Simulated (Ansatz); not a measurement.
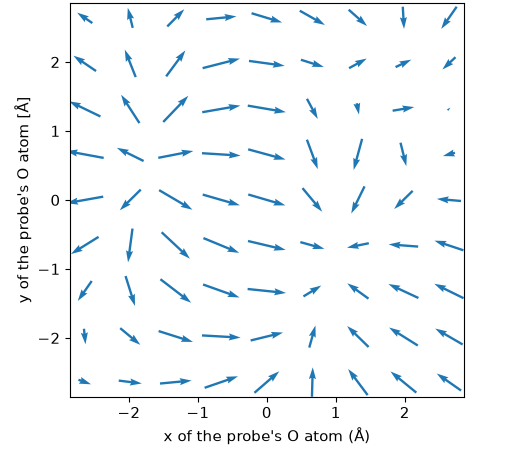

CH₄GeTe (SMILES [CH2]1[GeH2][Te]1) with the probe H2O. The probe is moved over a plane parallel to the molecule's main plane, 3.59 Å above it. First axis: x of the probe's O atom. Second axis: y of the probe's O atom. Nothing is relaxed (molecule and probe rigid, the probe upright with O nearest the plane). The scan uses a 9 × 9 grid. Points are written as (first, second). Method: RKS PBE0-D4/def2-SVPD (Ansatz 0.2.0).

The picture shows arrows along the force (downhill), their lengths compressed.

> The arrows alone are given. Where is the energy lowest?

The arrows converge at about (0.96 Å, −0.80 Å) (read from the interpolated surface).

The energy map of the same scan:

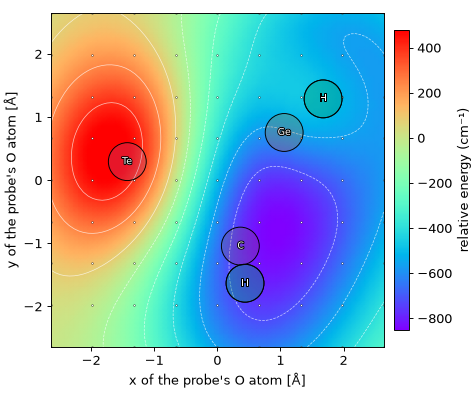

Energies are in cm⁻¹, from molecule and probe far apart, each relaxed in its own basis (no counterpoise correction); between grid points the surface is interpolated.
